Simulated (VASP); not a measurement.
Band structure of RuC (relaxed from the CsCl type structure, space group Pm-3m). Calculation: PBEsol GGA, VASP's PBE PAW potentials (set 64) (plane waves; VASP 6.6.1).

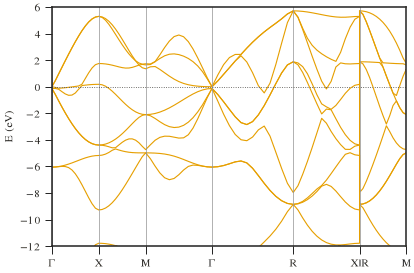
Figure. Bands along high-symmetry lines, zero at the valence-band maximum or, without a gap, the Fermi level

**Question.** Read the plot: is there a gap, and where are the band edges?

**Answer.** It has no gap at this level: it comes out as a metal or semimetal. (Edges off the drawn lines would not show.)

The structure was generated: RuC was put into the CsCl type type (Pm-3m), which need not be its known phase. It was relaxed first, which changed the volume by -24 %.
